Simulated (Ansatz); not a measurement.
# ZnS: a line through an energy map

One line of a two-coordinate grid on ZnS (P6_3mc, No. 186; 8 atoms in the cell): c/a of the conventional cell is varied, at volume per atom = 21.24 Å³.

Computed with Ansatz 0.2.0 (DFT PBE, scalar-relativistic, plane waves, PAW, unless a step's input says otherwise).

16 further runs of the same task are left out: 16 set aside as unsound or not needed.

## 1. The starting structure

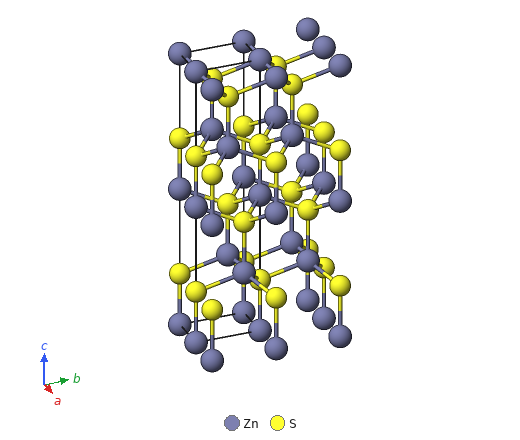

The starting structure, seen slightly off an axis (zinc blue, sulfur yellow). 2×2×1 cells are drawn. Atoms on the faces are drawn again on the opposite ones.

Structure file:

```cif
data_structure
_symmetry_space_group_name_H-M 'P6_3mc'
_symmetry_Int_Tables_number 186
_cell_length_a 3.8466
_cell_length_b 3.8466
_cell_length_c 12.5895
_cell_angle_alpha 90.000
_cell_angle_beta 90.000
_cell_angle_gamma 120.000
_cell_volume 161.32
loop_
_atom_site_label
_atom_site_type_symbol
_atom_site_symmetry_multiplicity
_atom_site_Wyckoff_symbol
_atom_site_fract_x
_atom_site_fract_y
_atom_site_fract_z
_atom_site_occupancy
Zn1 Zn 2 a 0.00000 0.00000 0.00005 1
Zn2 Zn 2 b 0.33333 0.66667 0.25002 1
S1 S 2 a 0.00000 0.00000 0.18729 1
S2 S 2 b 0.33333 0.66667 0.43764 1
```

It is the result of an earlier relaxation at this level (volume 20.16 Å³/atom; gap on the mesh: 2.05 eV).

## 2. The scan

The energy is mapped over volume and the cell's shape.

The axes are (1) volume per atom: 7 values from 18.55 to 21.78 Å³; (2) c/a of the conventional cell: 7 values from 2.728 to 3.926.

Nothing else is relaxed (fractional coordinates fixed). Energies count from the relaxed crystal. Points are written as (first, second).

## 3. Grid point (21.24 Å³, 2.728)

The input, input.yaml:

```yaml
crystal:
  lattice:
    - [4.1584863054, 0.0, 0.0]
    - [-2.0792431527, 3.6013547818, 0.0]
    - [0.0, 0.0, 11.3460140356]
  atoms:
    - { symbol: Zn, position: [0.0, 0.0, 4.92057e-05] }
    - { symbol: Zn, position: [0.0, 0.0, 0.5000492057] }
    - { symbol: Zn, position: [0.3333333333, 0.6666666667, 0.2500242903] }
    - { symbol: Zn, position: [0.6666666667, 0.3333333333, 0.7500242903] }
    - { symbol: S, position: [0.0, 0.0, 0.1872905901] }
    - { symbol: S, position: [0.0, 0.0, 0.6872905901] }
    - { symbol: S, position: [0.3333333333, 0.6666666667, 0.4376359138] }
    - { symbol: S, position: [0.6666666667, 0.3333333333, 0.9376359138] }
basis:
  ecutwfc: 520.0
kpoints:
  mp_grid: { grid: [9, 9, 4] }
hamiltonian:
  xc: pbe
scf:
  occupations: { method: gaussian, width: 0.05 }
output:
  forces: true
  stress: true
  eigenvalues: true
```

Started as:

```sh
ansatz run input.yaml --threads 2 --pin off --max-ram 4096MiB --backend cpu --events-out ev --progress --plain --runs-dir out
```

What it wrote, shortened:

```text
Warning: RAYON_NUM_THREADS=2 ignored (pool sized by the plan → 2); use --threads N
[...]
Pseudopotentials: kind: paw
Pseudopotential: Zn, paw, valence charge 12, recommended cutoff 420 eV (normal), Zn.paw.azcp
Pseudopotential: S, paw, valence charge 6, recommended cutoff 420 eV (normal), S.paw.azcp
Functional definition: PBE
[...]
Crystal: 8 atoms, lattice volume = 169.920 Å³
Basis set: ecut = 520 eV, 4597 PW (Γ), exchange–correlation on 64×64×180 points (8 copies of the dense FFT grid, shifted against one another)
Bands: 44, of which v1, the nominal top of the filled ones, is band 36 counted from 1 (35 counted from 0)
Symmetry: 12 space group operations
Space group: P63mc (ITA 186), of the structure as read, at distance tolerance 5.5e-5 Å
k-points: 36 of 324 (time reversal used)
[...]
SCF iter   1: F=—  HF=-16889.374476 eV  |F-HF|=—  |Δ(HF+E_count)|=         —  Δρ=9.54e-4  dr2=1.26e-3  ethr=1.77e-3  ⟨swp⟩=9.2  Hψ=7578  notcnv=0
[...]
SCF iter   8: F=-16889.374616 eV  HF=-16889.374616 eV  |F-HF|=6.41e-8  |Δ(HF+E_count)|=   1.45e-7  Δρ=7.61e-6  dr2=9.14e-8  ethr=1.39e-10  ⟨swp⟩=8.9  Hψ=7336  notcnv=0
[...]
SCF converged after 8 iterations
Free energy (F): -16889.374616 eV
[...]
E sigma→0 (E₀):  -16889.374616 eV
Fermi energy:    5.744912 eV
[...]
--- Forces (eV/Å), atoms counted from 1 ---
  atom   1  Zn     0.00000000     0.00000000    -1.77732981
  atom   2  Zn    -0.00000000    -0.00000000    -1.77732981
  atom   3  Zn     0.00000000     0.00000000    -1.71232475
  atom   4  Zn     0.00000000    -0.00000000    -1.71232475
  atom   5  S      0.00000000    -0.00000000     1.72280451
  atom   6  S      0.00000000     0.00000000     1.72280451
  atom   7  S      0.00000000     0.00000000     1.76680563
  atom   8  S      0.00000000    -0.00000000     1.76680563
[...]
--- Stress (GPa, compression-positive) ---
       -7.575152       0.000000      -0.000000
        0.000000      -7.575152       0.000000
       -0.000000       0.000000      17.519932
  P = ⅓ Tr σ = 0.7899 GPa (7.899 kbar)
--- Band table (eV; the first three rows and the last of 36) ---
[...]
```

Run time: 15 s. Hardware: 2 threads of Arm Neoverse V2, shared host; peak memory 0.57 GiB.

Energy on the map's scale: 195 meV/atom.

## 4. Point (21.24 Å³, 2.899)

input.yaml, as its differences from that of step 3:

```diff
@@ -2,5 +2,5 @@
   lattice:
-    - [4.1584863054, 0.0, 0.0]
-    - [-2.0792431527, 3.6013547818, 0.0]
-    - [0.0, 0.0, 11.3460140356]
+    - [4.075259021, 0.0, 0.0]
+    - [-2.0376295105, 3.5292778392, 0.0]
+    - [0.0, 0.0, 11.8141759019]
   atoms:
@@ -26 +26,5 @@
   eigenvalues: true
+  write_density: true
+  write_potential: true
+  elf: true
+  volumetric_format: npy
```

Started as:

```sh
ansatz run input.yaml --threads 2 --pin off --max-ram 4096MiB --backend cpu --events-out ev --progress --plain --runs-dir out
```

What it wrote, shortened:

```text
Warning: RAYON_NUM_THREADS=2 ignored (pool sized by the plan → 2); use --threads N
[...]
[... 4 set-up lines as earlier in the session ...]
[...]
Crystal: 8 atoms, lattice volume = 169.920 Å³
Basis set: ecut = 520 eV, 4561 PW (Γ), exchange–correlation on 64×64×180 points (8 copies of the dense FFT grid, shifted against one another)
Bands: 44, of which v1, the nominal top of the filled ones, is band 36 counted from 1 (35 counted from 0)
[... 2 set-up lines as earlier in the session ...]
k-points: 36 of 324 (time reversal used)
[...]
SCF iter   7: F=-16890.234077 eV  HF=-16890.234077 eV  |F-HF|=6.66e-8  |Δ(HF+E_count)|=   6.48e-7  Δρ=4.79e-6  dr2=3.80e-8  ethr=1.39e-10  ⟨swp⟩=10.3  Hψ=12023  notcnv=0
[...]
SCF converged after 7 iterations
Free energy (F): -16890.234077 eV
[...]
E sigma→0 (E₀):  -16890.234077 eV
Fermi energy:    5.796410 eV
[...]
--- Forces (eV/Å), atoms counted from 1 ---
  atom   1  Zn    -0.00000000     0.00000000    -0.89715063
  atom   2  Zn     0.00000000    -0.00000000    -0.89715063
  atom   3  Zn     0.00000000     0.00000000    -0.86229860
  atom   4  Zn     0.00000000    -0.00000000    -0.86229860
  atom   5  S      0.00000000    -0.00000000     0.86589443
  atom   6  S      0.00000000     0.00000000     0.86589443
  atom   7  S      0.00000000     0.00000000     0.89357804
  atom   8  S      0.00000000    -0.00000000     0.89357804
[...]
--- Stress (GPa, compression-positive) ---
       -6.573626       0.000000      -0.000000
       -0.000000      -6.573626      -0.000000
        0.000000       0.000000       8.686531
  P = ⅓ Tr σ = -1.4869 GPa (-14.869 kbar)
--- Band table (eV; the first three rows and the last of 36) ---
[...]
```

Run time: 19 s. Hardware: 2 threads of Arm Neoverse V2, shared host; peak memory 0.58 GiB.

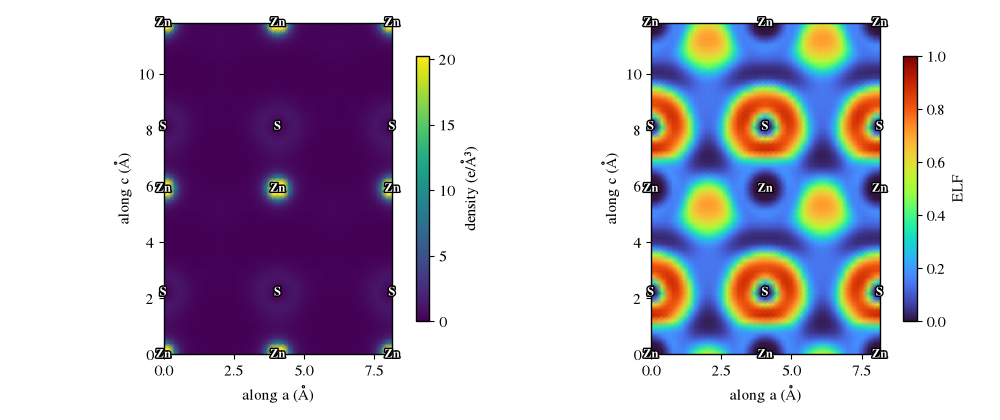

Density (left) and ELF (right) in a lattice plane of the grid's cell (edges 4.08 and 11.81 Å, at 0.000 of the third edge), which holds Zn and S. Only atoms in the plane are labelled; the density scale stops at 20.23 e/Å³. Both are smooth fields of the valence electrons: close to the nuclei they are not physical.

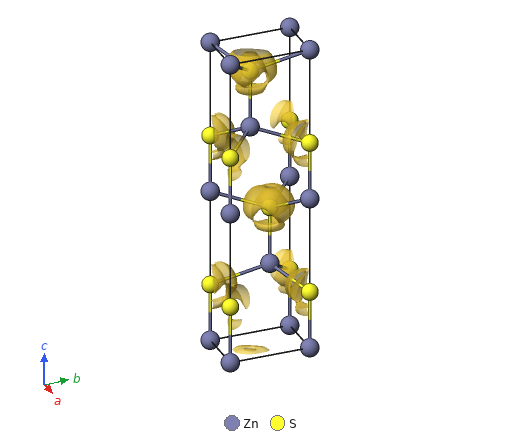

Surface of ELF = 0.83, drawn in one cell.

The highest ELF values outside the cores: 0.90 in the shell around S, 0.8 Å from S; 0.89 on the S–Zn line, 0.8 Å from S.

On the map this point reads 88 meV/atom.

## 5. Changing settings: ecutwfc 350 eV

input.yaml, as its differences from that of step 4:

```diff
@@ -15,3 +15,3 @@
 basis:
-  ecutwfc: 520.0
+  ecutwfc: "350 eV"
 kpoints:
@@ -24,7 +24,3 @@
   forces: true
+  eigenvalues: true
   stress: true
-  eigenvalues: true
-  write_density: true
-  write_potential: true
-  elf: true
-  volumetric_format: npy
```

Started as:

```sh
ansatz run input.yaml --threads 2 --pin off --max-ram 4096MiB --backend cpu --events-out ev --progress --plain --runs-dir out
```

What it wrote, shortened:

```text
Warning: basis.ecutwfc = 350 eV is below the records' recommended 420 eV, and the density's cutoff is lower with it unless basis.ecutrho_ratio is high enough to keep the records' density cutoff: compare with a run at a higher cutoff
Warning: RAYON_NUM_THREADS=2 ignored (pool sized by the plan → 2); use --threads N
[...]
[... 4 set-up lines as earlier in the session ...]
[...]
Crystal: 8 atoms, lattice volume = 169.920 Å³
Basis set: ecut = 350 eV, 2533 PW (Γ), exchange–correlation on 50×50×150 points (8 copies of the dense FFT grid, shifted against one another)
Bands: 44, of which v1, the nominal top of the filled ones, is band 36 counted from 1 (35 counted from 0)
[... 2 set-up lines as earlier in the session ...]
k-points: 36 of 324 (time reversal used)
[...]
SCF iter   7: F=-16890.184441 eV  HF=-16890.184441 eV  |F-HF|=4.77e-8  |Δ(HF+E_count)|=   8.08e-7  Δρ=7.77e-6  dr2=7.76e-8  ethr=1.39e-10  ⟨swp⟩=6.8  Hψ=7141  notcnv=0
[...]
SCF converged after 7 iterations
Free energy (F): -16890.184441 eV
[...]
E sigma→0 (E₀):  -16890.184441 eV
Fermi energy:    5.798472 eV
[...]
--- Forces (eV/Å), atoms counted from 1 ---
  atom   1  Zn     0.00000000     0.00000000    -0.90003271
  atom   2  Zn     0.00000000    -0.00000000    -0.90003271
  atom   3  Zn    -0.00000000     0.00000000    -0.86527355
  atom   4  Zn    -0.00000000    -0.00000000    -0.86527355
  atom   5  S      0.00000000    -0.00000000     0.86884484
  atom   6  S      0.00000000     0.00000000     0.86884484
  atom   7  S      0.00000000     0.00000000     0.89648302
  atom   8  S     -0.00000000    -0.00000000     0.89648302
[...]
--- Stress (GPa, compression-positive) ---
       -6.509442      -0.000000      -0.000000
       -0.000000      -6.509442       0.000000
       -0.000000       0.000000       8.752545
  P = ⅓ Tr σ = -1.4221 GPa (-14.221 kbar)
--- Band table (eV; the first three rows and the last of 36) ---
[...]
```

Run time: 8.6 s. Hardware: 2 threads of Arm Neoverse V2, shared host; peak memory 0.42 GiB.

| run | ending | energy change | pressure (GPa) | gap (eV) | force (eV/Å) | cycles | time |
| --- | --- | --- | --- | --- | --- | --- | --- |
| step 4 | converged | 0 | -1.5 | 1.72 | 0.90 | 7 | 19 s |
| variant | converged | +6.2 meV/atom | -1.4 | 1.72 | 0.90 | 7 | 8.6 s |

Changing the cutoff moves the energy by +6.2 meV/atom. The lower cutoff gives the higher energy: the smaller basis describes the state less well. The log warns that the cutoff is under what these potentials recommend, so the shift is basis error. The variant is not converged in its settings.

## 6. The run at (21.24 Å³, 3.080)

input.yaml, as its differences from that of step 4:

```diff
@@ -2,5 +2,5 @@
   lattice:
-    - [4.075259021, 0.0, 0.0]
-    - [-2.0376295105, 3.5292778392, 0.0]
-    - [0.0, 0.0, 11.8141759019]
+    - [3.9936832544, 0.0, 0.0]
+    - [-1.9968416272, 3.458631153, 0.0]
+    - [0.0, 0.0, 12.3017425284]
   atoms:
@@ -26,5 +26 @@
   eigenvalues: true
-  write_density: true
-  write_potential: true
-  elf: true
-  volumetric_format: npy
```

Started as:

```sh
ansatz run input.yaml --threads 2 --pin off --max-ram 4096MiB --backend cpu --events-out ev --progress --plain --runs-dir out
```

What it wrote, shortened:

```text
[...]
SCF converged after 7 iterations
Free energy (F): -16890.705254 eV
[...]
E sigma→0 (E₀):  -16890.705254 eV
Fermi energy:    5.808735 eV
[...]
--- Forces (eV/Å), atoms counted from 1 ---
  atom   1  Zn    -0.00000000     0.00000000    -0.33072113
  atom   2  Zn    -0.00000000    -0.00000000    -0.33072113
  atom   3  Zn    -0.00000000     0.00000000    -0.31549112
  atom   4  Zn    -0.00000000    -0.00000000    -0.31549112
  atom   5  S     -0.00000000    -0.00000000     0.31696467
  atom   6  S      0.00000000     0.00000000     0.31696467
  atom   7  S     -0.00000000     0.00000000     0.32924800
  atom   8  S      0.00000000    -0.00000000     0.32924800
[...]
--- Stress (GPa, compression-positive) ---
       -5.095596       0.000000      -0.000000
        0.000000      -5.095596       0.000000
       -0.000000       0.000000       1.853832
  P = ⅓ Tr σ = -2.7791 GPa (-27.791 kbar)
--- Band table (eV; the first three rows and the last of 36) ---
[...]
```

Wall time 14 s (2 threads of Arm Neoverse V2, shared host); peak memory 0.57 GiB.

On the map this point reads 29 meV/atom.

## 7. Grid point (21.24 Å³, 3.273)

input.yaml, as its differences from that of step 6:

```diff
@@ -2,5 +2,5 @@
   lattice:
-    - [3.9936832544, 0.0, 0.0]
-    - [-1.9968416272, 3.458631153, 0.0]
-    - [0.0, 0.0, 12.3017425284]
+    - [3.91374578, 0.0, 0.0]
+    - [-1.95687289, 3.3894032694, 0.0]
+    - [0.0, 0.0, 12.8093957352]
   atoms:
```

Started as:

```sh
ansatz run input.yaml --threads 2 --pin off --max-ram 4096MiB --backend cpu --events-out ev --progress --plain --runs-dir out
```

What it wrote, shortened:

```text
Warning: RAYON_NUM_THREADS=2 ignored (pool sized by the plan → 2); use --threads N
[...]
[... 4 set-up lines as earlier in the session ...]
[...]
Crystal: 8 atoms, lattice volume = 169.920 Å³
Basis set: ecut = 520 eV, 4613 PW (Γ), exchange–correlation on 60×60×192 points (8 copies of the dense FFT grid, shifted against one another)
Bands: 44, of which v1, the nominal top of the filled ones, is band 36 counted from 1 (35 counted from 0)
[... 2 set-up lines as earlier in the session ...]
k-points: 36 of 324 (time reversal used)
[...]
SCF iter   7: F=-16890.849096 eV  HF=-16890.849096 eV  |F-HF|=6.68e-8  |Δ(HF+E_count)|=   1.08e-6  Δρ=4.22e-6  dr2=4.78e-8  ethr=1.39e-10  ⟨swp⟩=6.9  Hψ=7433  notcnv=0
[...]
SCF converged after 7 iterations
Free energy (F): -16890.849096 eV
[...]
E sigma→0 (E₀):  -16890.849096 eV
Fermi energy:    5.786516 eV
[...]
--- Forces (eV/Å), atoms counted from 1 ---
  atom   1  Zn    -0.00000000    -0.00000000    -0.00314225
  atom   2  Zn     0.00000000     0.00000000    -0.00314225
  atom   3  Zn    -0.00000000    -0.00000000    -0.00128417
  atom   4  Zn     0.00000000     0.00000000    -0.00128417
  atom   5  S      0.00000000     0.00000000     0.00219369
  atom   6  S     -0.00000000    -0.00000000     0.00219369
  atom   7  S     -0.00000000    -0.00000000     0.00222618
  atom   8  S      0.00000000     0.00000000     0.00222618
[...]
--- Stress (GPa, compression-positive) ---
       -3.181465       0.000000      -0.000000
        0.000000      -3.181465       0.000000
       -0.000000       0.000000      -3.220196
  P = ⅓ Tr σ = -3.1944 GPa (-31.944 kbar)
--- Band table (eV; the first three rows and the last of 36) ---
[...]
```

Wall time 14 s (2 threads of Arm Neoverse V2, shared host); peak memory 0.57 GiB.

Energy on the map's scale: 11 meV/atom.

## 8. The run at (21.24 Å³, 3.478)

input.yaml, as its differences from that of step 7:

```diff
@@ -2,5 +2,5 @@
   lattice:
-    - [3.91374578, 0.0, 0.0]
-    - [-1.95687289, 3.3894032694, 0.0]
-    - [0.0, 0.0, 12.8093957352]
+    - [3.8354066199, 0.0, 0.0]
+    - [-1.9177033099, 3.3215595667, 0.0]
+    - [0.0, 0.0, 13.3380100615]
   atoms:
```

Started as:

```sh
ansatz run input.yaml --threads 2 --pin off --max-ram 4096MiB --backend cpu --events-out ev --progress --plain --runs-dir out
```

What it wrote, shortened:

```text
Warning: RAYON_NUM_THREADS=2 ignored (pool sized by the plan → 2); use --threads N
[...]
[... 4 set-up lines as earlier in the session ...]
[...]
Crystal: 8 atoms, lattice volume = 169.920 Å³
Basis set: ecut = 520 eV, 4543 PW (Γ), exchange–correlation on 60×60×200 points (8 copies of the dense FFT grid, shifted against one another)
Bands: 44, of which v1, the nominal top of the filled ones, is band 36 counted from 1 (35 counted from 0)
[... 2 set-up lines as earlier in the session ...]
k-points: 36 of 324 (time reversal used)
[...]
SCF iter   7: F=-16890.717760 eV  HF=-16890.717760 eV  |F-HF|=3.04e-8  |Δ(HF+E_count)|=   4.83e-7  Δρ=3.40e-6  dr2=2.99e-8  ethr=1.39e-10  ⟨swp⟩=6.8  Hψ=7380  notcnv=0
[...]
SCF converged after 7 iterations
Free energy (F): -16890.717760 eV
[...]
E sigma→0 (E₀):  -16890.717760 eV
Fermi energy:    5.798200 eV
[...]
--- Forces (eV/Å), atoms counted from 1 ---
  atom   1  Zn    -0.00000000     0.00000000     0.14907803
  atom   2  Zn     0.00000000    -0.00000000     0.14907803
  atom   3  Zn    -0.00000000     0.00000000     0.14136370
  atom   4  Zn     0.00000000    -0.00000000     0.14136370
  atom   5  S      0.00000000    -0.00000000    -0.14090081
  atom   6  S     -0.00000000     0.00000000    -0.14090081
  atom   7  S     -0.00000000     0.00000000    -0.14955392
  atom   8  S      0.00000000    -0.00000000    -0.14955392
[...]
--- Stress (GPa, compression-positive) ---
       -0.870515      -0.000000      -0.000000
       -0.000000      -0.870515      -0.000000
       -0.000000      -0.000000      -6.789545
  P = ⅓ Tr σ = -2.8435 GPa (-28.435 kbar)
--- Band table (eV; the first three rows and the last of 36) ---
[...]
```

Wall time 14 s (2 threads of Arm Neoverse V2, shared host); peak memory 0.58 GiB.

On the map this point reads 28 meV/atom.

## 9. The run at (21.24 Å³, 3.926)

input.yaml, as its differences from that of step 8:

```diff
@@ -2,5 +2,5 @@
   lattice:
-    - [3.8354066199, 0.0, 0.0]
-    - [-1.9177033099, 3.3215595667, 0.0]
-    - [0.0, 0.0, 13.3380100615]
+    - [3.6833852925, 0.0, 0.0]
+    - [-1.8416926462, 3.1899052353, 0.0]
+    - [0.0, 0.0, 14.4617073355]
   atoms:
```

Started as:

```sh
ansatz run input.yaml --threads 2 --pin off --max-ram 4096MiB --backend cpu --events-out ev --progress --plain --runs-dir out
```

What it wrote, shortened:

```text
[...]
SCF converged after 7 iterations
Free energy (F): -16889.792477 eV
[...]
E sigma→0 (E₀):  -16889.792477 eV
Fermi energy:    5.767566 eV
[...]
--- Forces (eV/Å), atoms counted from 1 ---
  atom   1  Zn    -0.00000000     0.00000000     0.13447223
  atom   2  Zn     0.00000000    -0.00000000     0.13447223
  atom   3  Zn    -0.00000000     0.00000000     0.11387167
  atom   4  Zn     0.00000000    -0.00000000     0.11387167
  atom   5  S      0.00000000    -0.00000000    -0.11486683
  atom   6  S     -0.00000000     0.00000000    -0.11486683
  atom   7  S     -0.00000000     0.00000000    -0.13352768
  atom   8  S      0.00000000     0.00000000    -0.13352768
[...]
--- Stress (GPa, compression-positive) ---
        4.773824       0.000000       0.000000
        0.000000       4.773824       0.000000
        0.000000       0.000000     -10.411517
  P = ⅓ Tr σ = -0.2880 GPa (-2.880 kbar)
--- Band table (eV; the first three rows and the last of 36) ---
[...]
```

Wall time 13 s (2 threads of Arm Neoverse V2, shared host); peak memory 0.58 GiB.

That is 143 meV/atom from the zero.

## 10. What came out

```
c/a of the conventional cell  step  energy (meV/atom)  slope (meV/atom per unit)  pressure (GPa)  band gap on the k-mesh (eV)  largest force on an atom (eV/Å)
                       2.728     3                195                       −813            0.79                         1.69                             1.78
                       2.899     4                 88                       −465           −1.49                         1.72                             0.90
                       3.080     6                 29                       −199           −2.78                         1.77                             0.33
                       3.273     7                 11                          1           −3.19                         1.83                             0.00
                       3.478     8                 28                        150           −2.84                         1.70                             0.15
                       3.695     –                 73                        261           −1.84                         1.49                             0.18
                       3.926     9                143                        342           −0.29                         1.18                             0.13
```

Energies count from the relaxed crystal. Rows without a step come from runs not printed here or follow by symmetry. Slopes come from the forces (and the stress, where the cell changes), not from differences of energies.

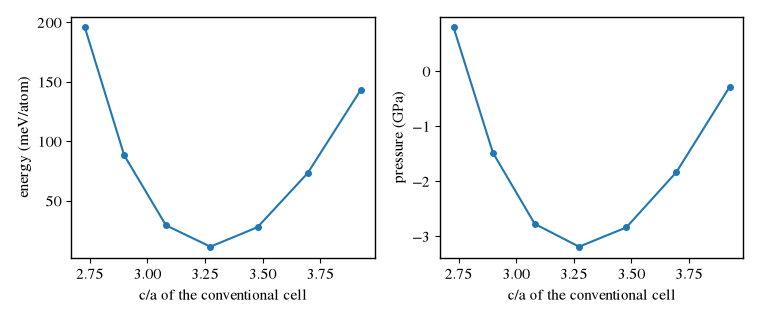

Energy and pressure along the line.

| run | outcome |
| --- | --- |
| step 5, run with ecutwfc 350 eV (against step 4) | +6.2 meV/atom |

What this shows: Along the line the energy is lowest at 3.273, 11 meV/atom from the zero. A fit to energies and slopes at the lowest point and its two neighbours puts the minimum at 3.2720, with a curvature of about 870 meV/atom per (unit)². The highest point computed, at 2.728, lies 184 meV/atom above the lowest. This is one cut through a surface in two coordinates; the map's lowest point lies off it. With the other coordinates free, the energies away from the reference would be the same or lower.

The gaps are Kohn-Sham values of a semilocal functional, not quasiparticle or optical gaps. Such gaps usually fall short of the measured ones.
